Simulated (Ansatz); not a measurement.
Geometry relaxation, with input and output: Si₃H₈O (part 1 of 2)

- system: Si₃H₈O
- method: RKS B3LYP-D4/6-31G* (Ansatz 0.2.0)

It belongs to a series of runs on one base structure; here: start relaxed. Figures and captions count atoms from 1; the log counts them from 0 in places.

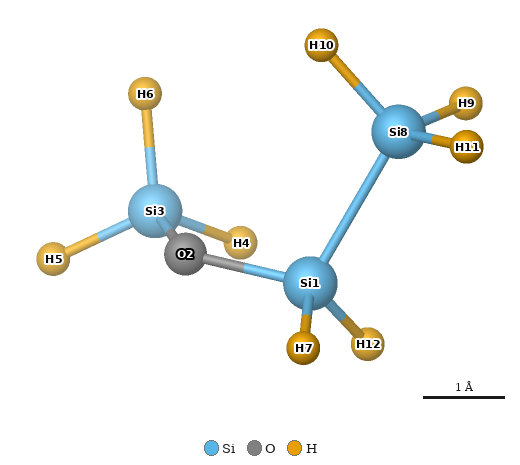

Figure 1. The starting structure (ball-and-stick view, seen at a tilt; atoms are numbered from 1 in the order of the input).

**Input**
```yaml
crystal:
  periodic: [false, false, false]
  atoms:
    - { symbol: Si, position_ang: [0.0, 0.0, 0.0] }
    - { symbol: O, position_ang: [0.0, 0.0, 1.68] }
    - { symbol: Si, position_ang: [-1.3147, -0.4067, 2.6436] }
    - { symbol: H, position_ang: [-2.239, -1.2403, 1.8804] }
    - { symbol: H, position_ang: [-0.8506, -1.1432, 3.8157] }
    - { symbol: H, position_ang: [-1.9987, 0.8095, 3.0733] }
    - { symbol: H, position_ang: [1.3768, 0.0, -0.4862] }
    - { symbol: Si, position_ang: [-1.0456, 1.8115, -0.7393] }
    - { symbol: H, position_ang: [-2.4302, 1.478, -1.0607] }
    - { symbol: H, position_ang: [-1.0215, 2.8436, 0.2931] }
    - { symbol: H, position_ang: [-0.3743, 2.3069, -1.9374] }
    - { symbol: H, position_ang: [-0.6877, -1.1914, -0.4862] }
basis:
  gaussian: { orbitals: "6-31G*" }
hamiltonian:
  xc: b3lyp
  dispersion: d4
relax:
  f_tol: 0.02
  max_steps: 40
```

Machine: 1 thread of Arm Neoverse V2, 24 GiB of memory available, shared host.

Command:
```bash
ansatz run input.yaml --threads 1 --pin off --max-ram 2048MiB --backend cpu --events-out ev --progress --plain --runs-dir out
```

**What the program printed**
```
The last accepted step is kept in [file] (removed where the run ends without a failure and the disk answers)
Engine: ansatz 0.2.0, aarch64-unknown-linux-gnu
Functional definition: B3LYP
  parameter a0 = 0.2
  parameter ax = 0.72
  parameter ac = 0.81
  exchange = (1 - a0 - ax)*slater_x + ax*b88_x + a0*exact_x
  correlation = (1 - ac)*vwn_rpa_c + ac*lyp_c
931 factors; integrals over basis functions are off by at most 6.4e-4 eV
mean field evaluation 1: about -25807.2966 eV, gradient 5.0e1 eV
mean field evaluation 2: about -25792.8086 eV, gradient 1.0e2 eV
mean field evaluation 4: about -25811.7727 eV, gradient 1.6e0 eV
mean field evaluation 8: about -25811.8021 eV, gradient 4.5e-2 eV
mean field -25811.80207874 eV, -948.5662305258 hartree, gradient 1.4e-5 eV, S^2 0.000000; 0 other end points of the search recorded, 0 dependent functions left out
the calculation of the forces begins
reference -25811.80237064 eV, -948.5662412530 hartree; 29, 29 occupied and 59, 59 virtual orbitals, 931 factors
relax step   1: F+E_penalty+E_count = -25812.26724183 eV  Δ(F+E_penalty+E_count) = +0.000e0 eV  max|allowed force component| = 1.097e0 eV/Å  Δτ_max = 0.0000 Å  (24 SCF iters, accepted)
these checks for a lower state are left out or cut short: starts, cluster_reference, orbital_swaps, neighbouring_geometries, increment
931 factors; integrals over basis functions are off by at most 6.9e-4 eV
mean field evaluation 16: about -25811.9541 eV, gradient 3.6e0 eV
mean field -25812.02600841 eV, -948.5744597896 hartree, gradient 7.8e-6 eV, S^2 0.000000; 0 other end points of the search recorded, 0 dependent functions left out
[... from here on the field's lines of each further geometry are left out, up to the last ...]
relax step   2: F+E_penalty+E_count = -25812.47629506 eV  Δ(F+E_penalty+E_count) = -2.091e-1 eV  max|allowed force component| = 4.298e-1 eV/Å  Δτ_max = 0.1451 Å  (27 SCF iters, accepted)
relax step   3: F+E_penalty+E_count = -25812.49895237 eV  Δ(F+E_penalty+E_count) = -2.266e-2 eV  max|allowed force component| = 3.221e-1 eV/Å  Δτ_max = 0.0419 Å  (27 SCF iters, accepted)
relax step   4: F+E_penalty+E_count = -25812.53594608 eV  Δ(F+E_penalty+E_count) = -3.699e-2 eV  max|allowed force component| = 1.136e-1 eV/Å  Δτ_max = 0.2000 Å  (27 SCF iters, accepted)
relax step   5: F+E_penalty+E_count = -25812.55340057 eV  Δ(F+E_penalty+E_count) = -1.745e-2 eV  max|allowed force component| = 7.763e-2 eV/Å  Δτ_max = 0.1308 Å  (26 SCF iters, accepted)
relax step   6: F+E_penalty+E_count = -25812.55544578 eV  Δ(F+E_penalty+E_count) = -2.045e-3 eV  max|allowed force component| = 3.453e-1 eV/Å  Δτ_max = 0.1957 Å  (26 SCF iters, accepted)
relax step   7: F+E_penalty+E_count = -25812.55836822 eV  Δ(F+E_penalty+E_count) = -2.922e-3 eV  max|allowed force component| = 3.605e-1 eV/Å  Δτ_max = 0.0539 Å  (27 SCF iters, accepted)
relax step   8: F+E_penalty+E_count = -25812.56455722 eV  Δ(F+E_penalty+E_count) = -6.189e-3 eV  max|allowed force component| = 1.229e-2 eV/Å  Δτ_max = 0.0431 Å  (26 SCF iters, accepted)
relax step   9: F+E_penalty+E_count = -25812.56484859 eV  Δ(F+E_penalty+E_count) = -2.914e-4 eV  max|allowed force component| = 4.366e-2 eV/Å  Δτ_max = 0.0289 Å  (25 SCF iters, accepted)
relax step  10: F+E_penalty+E_count = -25812.56526051 eV  Δ(F+E_penalty+E_count) = -4.119e-4 eV  max|allowed force component| = 4.773e-2 eV/Å  Δτ_max = 0.0269 Å  (25 SCF iters, accepted)
relax step  11: F+E_penalty+E_count = -25812.56564292 eV  Δ(F+E_penalty+E_count) = -3.824e-4 eV  max|allowed force component| = 1.235e-2 eV/Å  Δτ_max = 0.0389 Å  (25 SCF iters, accepted)
relax step  12: F+E_penalty+E_count = -25812.56589564 eV  Δ(F+E_penalty+E_count) = -2.527e-4 eV  max|allowed force component| = 2.211e-2 eV/Å  Δτ_max = 0.0403 Å  (25 SCF iters, accepted)
relax step  13: F+E_penalty+E_count = -25812.56612855 eV  Δ(F+E_penalty+E_count) = -2.329e-4 eV  max|allowed force component| = 2.976e-2 eV/Å  Δτ_max = 0.0359 Å  (25 SCF iters, accepted)
relax step  14: F+E_penalty+E_count = -25812.56625197 eV  Δ(F+E_penalty+E_count) = -1.234e-4 eV  max|allowed force component| = 5.735e-2 eV/Å  Δτ_max = 0.0721 Å  (26 SCF iters, accepted)
relax step  15: F+E_penalty+E_count = -25812.56657039 eV  Δ(F+E_penalty+E_count) = -3.184e-4 eV  max|allowed force component| = 5.528e-2 eV/Å  Δτ_max = 0.0166 Å  (21 SCF iters, accepted)
relax step  16: F+E_penalty+E_count = -25812.56720757 eV  Δ(F+E_penalty+E_count) = -6.372e-4 eV  max|allowed force component| = 1.715e-2 eV/Å  Δτ_max = 0.0232 Å  (27 SCF iters, accepted)
the calculation of the forces begins
reference -25812.12498151 eV, -948.5780969839 hartree; 29, 29 occupied and 59, 59 virtual orbitals, 931 factors
relax step  17: F+E_penalty+E_count = -25812.56737013 eV  Δ(F+E_penalty+E_count) = -1.626e-4 eV  max|allowed force component| = 1.678e-2 eV/Å  Δτ_max = 0.0307 Å  (25 SCF iters, accepted)
931 factors; integrals over basis functions are off by at most 7.8e-4 eV
mean field evaluation 128: about -25812.1247 eV, gradient 1.8e-5 eV
```

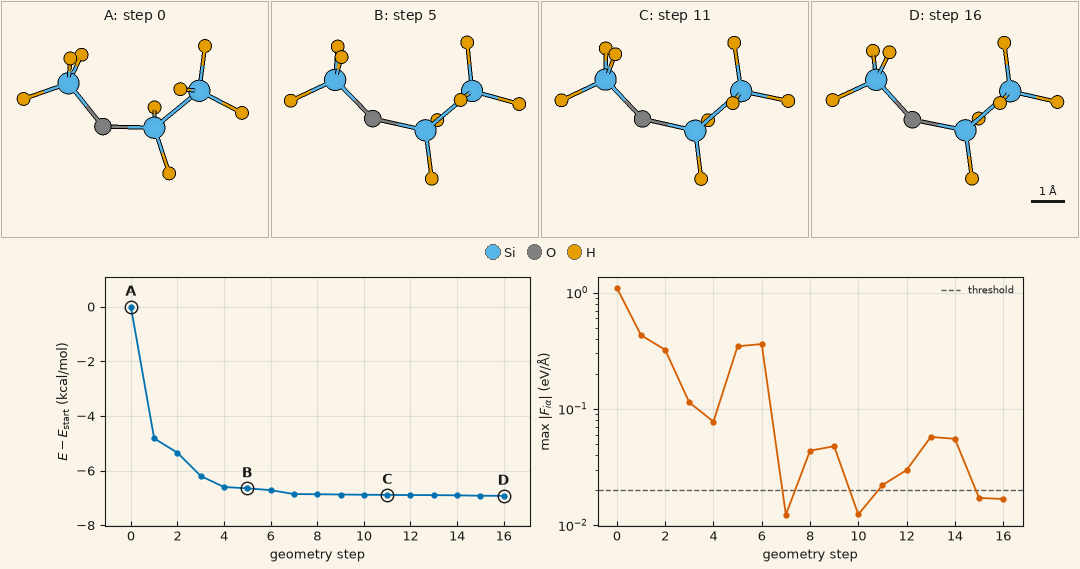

Figure 2. Frames of the relaxation (ball-and-stick view, seen at a tilt) above the curves, on which the letters mark them (the first geometry is step 0 here and step 1 in the log).

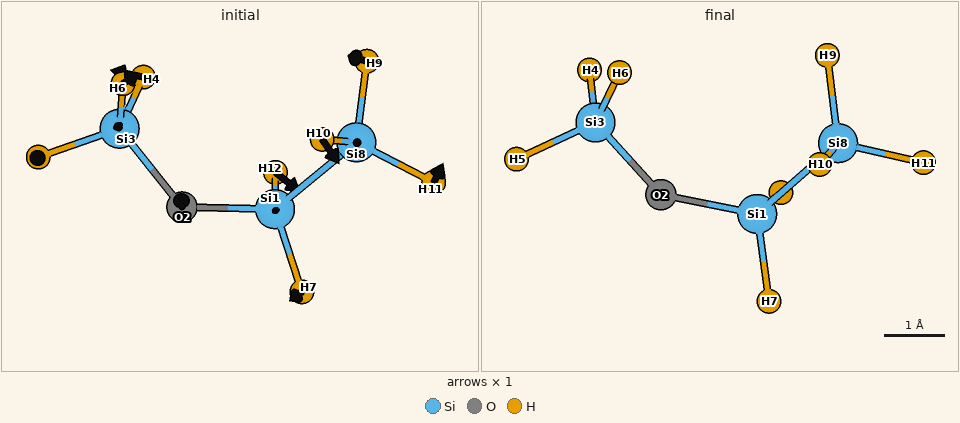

Figure 3. Before (left) and after (right) the relaxation, at one scale (ball-and-stick view, seen at a tilt). The black arrows give the displacements, at true length. Over 16 geometry steps the energy falls by 6.92 kcal/mol. The largest force component goes from 1.1 to 0.017 eV/Å. H4 moves most after the best rigid fit: 0.61 Å. By element the largest moves are H 0.61 Å, O 0.50 Å, Si 0.17 Å. Distances before and after: Si1–Si8 2.218 → 2.351 Å, Si1–H12 1.459 → 1.492 Å, O2–Si3 1.680 → 1.652 Å, Si3–H5 1.460 → 1.483 Å. Among the angles that change: Si1–O2–Si3 125.0° → 143.9°, O2–Si1–Si8 109.5° → 112.0°, Si1–Si8–H10 109.5° → 111.7°. (Atoms are counted from 1 in the order of the input.)

```
mean field -25812.12468115 eV, -948.5780859458 hartree, gradient 1.8e-5 eV, S^2 0.000000; 1 other end points of the search recorded, 0 dependent functions left out
the calculation of the forces begins
reference -25812.12498151 eV, -948.5780969839 hartree; 29, 29 occupied and 59, 59 virtual orbitals, 931 factors
Total energy: -25812.56767049 eV, -948.5943655037 hartree
Atom 0 at     0.076963    -0.043044    -0.053507 Å, force     0.002869    -0.000815     0.013242 eV/Å
Atom 1 at    -0.234267    -0.416264     1.533547 Å, force     0.007031     0.002687    -0.016782 eV/Å
Atom 2 at    -1.429282    -0.528891     2.668637 Å, force    -0.003635    -0.004395     0.012172 eV/Å
Atom 3 at    -2.372708    -1.629807     2.333558 Å, force    -0.002043    -0.001410     0.001707 eV/Å
Atom 4 at    -0.801825    -0.801921     3.984860 Å, force    -0.002072     0.002185    -0.003072 eV/Å
Atom 5 at    -2.199183     0.743378     2.744077 Å, force     0.000275     0.000893    -0.001316 eV/Å
Atom 6 at     1.548704     0.113897    -0.201789 Å, force    -0.004400     0.000854    -0.001803 eV/Å
Atom 7 at    -1.021944     1.923367    -0.727062 Å, force     0.005814    -0.000458    -0.009171 eV/Å
Atom 8 at    -2.498724     1.785015    -0.590060 Å, force    -0.002913    -0.002699     0.001008 eV/Å
Atom 9 at    -0.587759     3.098814     0.077243 Å, force     0.001053    -0.001776     0.001265 eV/Å
Atom 10 at    -0.709642     2.191000    -2.160080 Å, force    -0.000940     0.003039     0.003050 eV/Å
Atom 11 at    -0.355833    -1.167643    -0.933122 Å, force    -0.001040     0.001893    -0.000300 eV/Å
Dipole moment:    -0.069342    -0.002875    -0.018648 e Å
```

**Trajectory as extended XYZ (Å, eV, eV/Å), 17 frames, from step=1 to step=17**
```
12
Properties=species:S:1:pos:R:3:forces:R:3 step=1 energy=-25812.26724
Si    0.0000    0.0000    0.0000    0.6601  -0.6957   1.0974
O     0.0000    0.0000    1.6800   -0.4179  -0.3456   0.0037
Si   -1.3147   -0.4067    2.6436    0.8889   0.2760  -0.3187
H    -2.2390   -1.2403    1.8804   -0.4009  -0.3166  -0.2747
H    -0.8506   -1.1432    3.8157    0.1637  -0.2203   0.3757
H    -1.9987    0.8095    3.0733   -0.2918   0.4105   0.1593
H     1.3768    0.0000   -0.4862    0.5475  -0.1125  -0.0620
Si   -1.0456    1.8115   -0.7393   -0.4990   0.8550  -0.3929
H    -2.4302    1.4780   -1.0607   -0.5983   0.0043  -0.1506
H    -1.0215    2.8436    0.2931   -0.0270   0.4667   0.3378
H    -0.3743    2.3069   -1.9374    0.1736   0.2748  -0.5237
H    -0.6877   -1.1914   -0.4862   -0.1987  -0.5965  -0.2511
12
Properties=species:S:1:pos:R:3:forces:R:3 step=2 energy=-25812.47630
Si    0.0271   -0.0255    0.0251    0.2468  -0.2702   0.3435
O     0.0109   -0.0863    1.7040   -0.4298  -0.0593  -0.1376
Si   -1.3051   -0.4411    2.6781    0.3987   0.0924  -0.1357
H    -2.2695   -1.2752    1.9235   -0.1135  -0.0915  -0.0533
H    -0.8412   -1.1764    3.8720    0.0556  -0.0416   0.0941
H    -1.9898    0.8008    3.1008   -0.0547   0.1195   0.0348
H     1.4418   -0.0775   -0.4127    0.0966   0.1147   0.0055
Si   -1.0682    1.8665   -0.7917   -0.1204   0.2352  -0.0643
H    -2.4900    1.5969   -1.1185   -0.1121  -0.0955   0.0132
H    -1.0472    2.9484    0.2202    0.0352   0.1022   0.1159
H    -0.4316    2.3902   -2.0246    0.1091  -0.0183  -0.1129
H    -0.6227   -1.2529   -0.4998   -0.1116  -0.0876  -0.1032
12
Properties=species:S:1:pos:R:3:forces:R:3 step=3 energy=-25812.49895
Si    0.0313   -0.0454    0.0158    0.0947   0.1094   0.1491
O    -0.0090   -0.0988    1.6917   -0.3221  -0.1290  -0.1281
Si   -1.3101   -0.4439    2.6813    0.1966   0.0432  -0.0428
H    -2.2907   -1.2894    1.9420   -0.0012  -0.0004   0.0361
H    -0.8280   -1.1697    3.8823    0.0034   0.0181  -0.0121
H    -1.9936    0.8085    3.1032    0.0134  -0.0067  -0.0082
H     1.4613   -0.0425   -0.4004   -0.0521  -0.0055   0.0308
Si   -1.0703    1.8842   -0.7906   -0.0003  -0.0534  -0.0063
H    -2.4991    1.5824   -1.0978    0.0336   0.0277   0.0114
H    -1.0345    2.9758    0.2242    0.0202  -0.0255  -0.0285
H    -0.4164    2.3754   -2.0385   -0.0302  -0.0169   0.0171
H    -0.6263   -1.2686   -0.5369    0.0440   0.0391  -0.0184
12
Properties=species:S:1:pos:R:3:forces:R:3 step=4 energy=-25812.53595
Si    0.0509   -0.0413   -0.0092    0.0276  -0.0046  -0.0044
O    -0.0921   -0.2254    1.6402   -0.0872   0.0202  -0.1136
Si   -1.3470   -0.4632    2.6950   -0.0006  -0.0029   0.0250
H    -2.4002   -1.3164    2.0746    0.0114   0.0016   0.0147
H    -0.8059   -1.1322    3.8988   -0.0198  -0.0145   0.0778
H    -1.9647    0.8366    3.0747    0.0044  -0.0102   0.0026
H     1.5033    0.0389   -0.3112    0.0086   0.0217  -0.0208
Si   -1.0704    1.8840   -0.7906    0.0174  -0.0289   0.0182
H    -2.5174    1.6029   -1.0189    0.0275   0.0122   0.0172
H    -0.9626    2.9936    0.1987    0.0111  -0.0075  -0.0315
H    -0.4747    2.3380   -2.0816   -0.0217  -0.0243   0.0307
H    -0.5047   -1.2475   -0.6942    0.0214   0.0373  -0.0160
```
